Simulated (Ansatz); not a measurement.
C$_{3}$H$_{12}$InNOSi

```xyz
19

C     2.0192   -0.1466   -1.5477
N     1.1302    0.0016   -0.4262
C     1.8270    0.2110    0.8141
In   -0.8637   -0.0981   -0.6063
C    -2.1486   -0.3811   -2.2730
O    -1.7579    0.1321    1.1632
Si   -1.5413    0.2899    2.7555
H     1.4656   -0.3017   -2.4778
H     2.6525    0.7436   -1.6867
H     2.6977   -1.0049   -1.4219
H     2.4916   -0.6330    1.0550
H     1.1314    0.3285    1.6468
H     2.4534    1.1156    0.7781
H    -2.8217    0.4727   -2.3488
H    -1.5780   -0.4785   -3.1952
H    -2.7412   -1.2818   -2.1140
H    -2.8574    0.3295    3.4536
H    -0.8050    1.5445    3.1005
H    -0.7539   -0.8434    3.3309
```

Geometry: PBE0-D4/def2-TZVP; core potentials replace the inner electrons of In.

Computed with RKS PBE0-D4/def2-TZVPP (Ansatz 0.2.0).

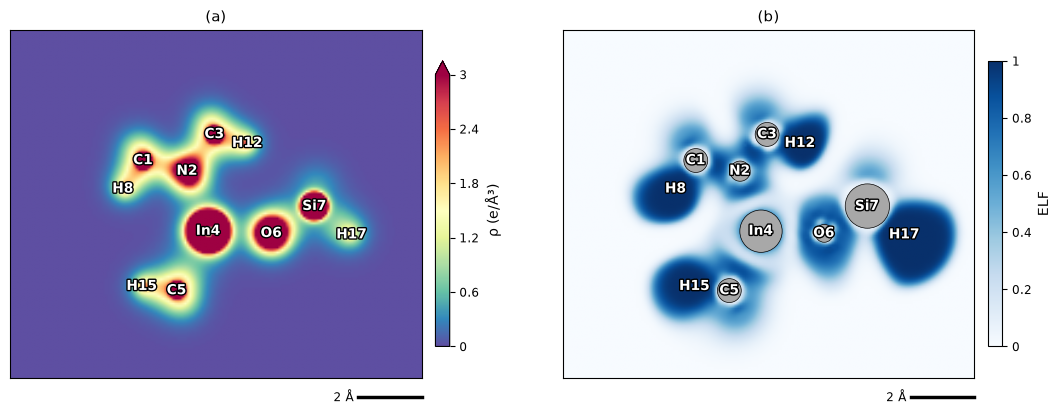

Figure 1. (a) electron density; (b) electron localisation function on the plane of atoms C1, N2 and In4. Grey discs cover the atomic cores in the ELF map.

What do the fields say about this system?

The section cuts through C, N, In, O, Si and H sites.
C–N (1.44 Å): ρ at the midpoint is about 2 e/Å³; the ELF peaks at about 0.90 between the atoms (localised, covalent bonding).
Si–O (1.61 Å): ρ at the midpoint is about 1.2 e/Å³; the ELF peaks at about 0.85 between the atoms; a polar covalent bond.
In–O (2.00 Å): ρ at the midpoint is about 0.73 e/Å³; the ELF peaks at about 0.85 in the valence shell of O, 0.6 Å from its nucleus, and drops to about 0.15 between the two atoms.
In–N (2.00 Å): the density is about 0.8 e/Å³ at the midpoint; the ELF peaks at about 0.85 in the valence shell of N, 0.6 Å from its nucleus, and drops to about 0.15 between the two atoms.
C–In (2.12 Å): ρ is about 0.71 e/Å³ halfway; the ELF peaks at about 0.90 in the valence shell of C, 0.7 Å from its nucleus, and drops to about 0.20 between the two atoms.
The ELF also peaks beside O6, away from the bonds: lone-pair regions.

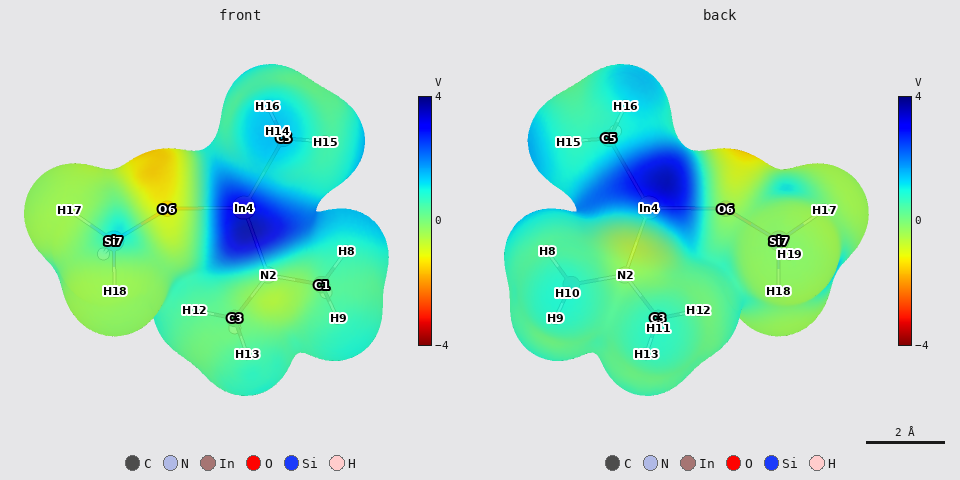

Figure 2. The electrostatic potential painted on the density surface at 0.004 e/bohr³, seen from the front and from behind; red is negative and blue positive.

Where is the surface potential most negative and most positive?

The most negative region (about −1.5 V) lies over O6, the most positive (about +3.5 V) over In4. O6 is the likeliest acceptor of a hydrogen bond.

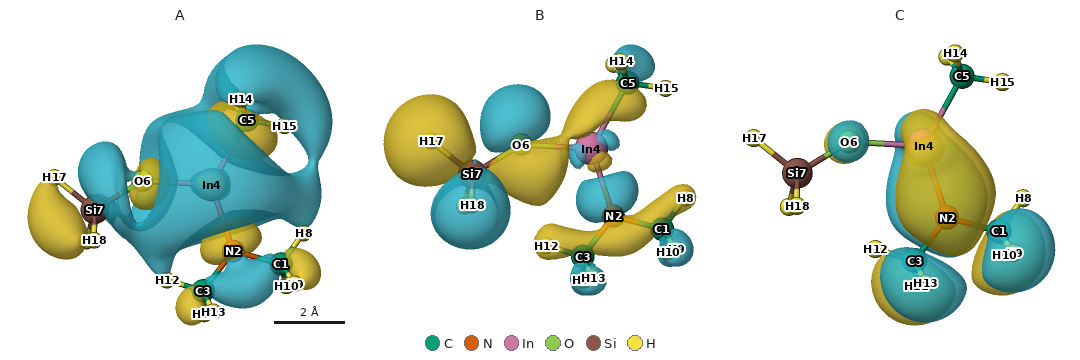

Figure 3. Three frontier orbitals at ±0.05 Å⁻³ᐟ² (yellow and cyan are the two phases), in no order.

Which picture is the HOMO−1, the HOMO and the LUMO?

B is the HOMO−1 (−7.84 eV). By Hirshfeld shares it lies mainly on O6 (about 35 %), Si7 (about 20 %), H17 (about 15 %), H18 (about 5 %) and N2 (about 5 %). C is the HOMO (−6.12 eV). By Hirshfeld shares it lies mainly on N2 (about 55 %), In4 (about 10 %), C3 (about 10 %) and C1 (about 10 %). A is the LUMO (−0.80 eV). Its weight (Hirshfeld) is mainly on In4 (about 45 %), C5 (about 15 %), N2 (about 5 %), Si7 (about 5 %) and O6 (about 5 %).

What is the HOMO–LUMO gap?

5.32 eV between the orbital energies.
